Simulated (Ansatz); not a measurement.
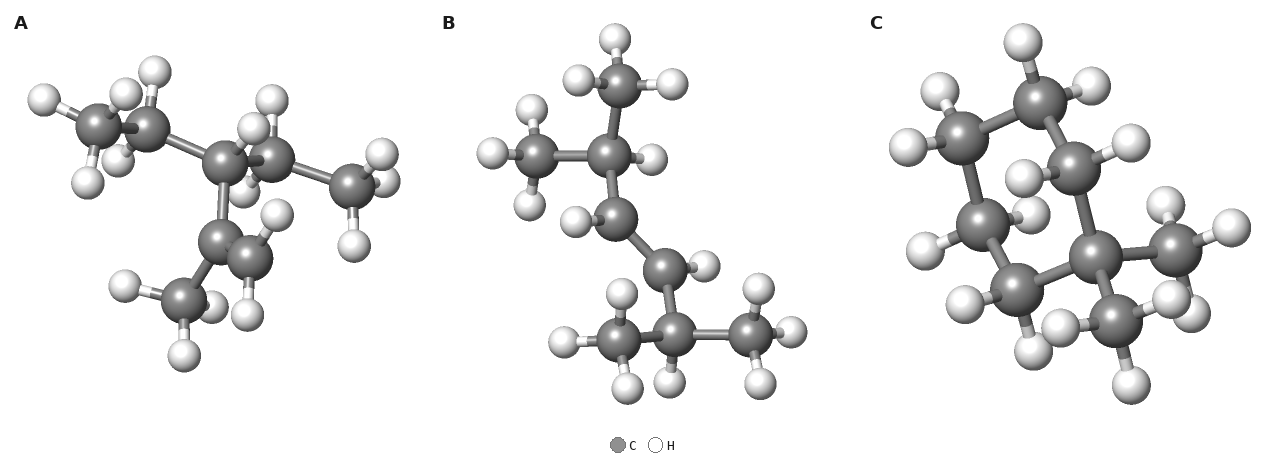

(Drawn from a calculation with Ansatz.)

Match each picture to its SMILES.
(1) CC(C)/C=C/C(C)C
(2) CC1(C)CCCCC1
(3) C=C(C)C(CC)CC

Answer. A is (3), B is (1), C is (2).
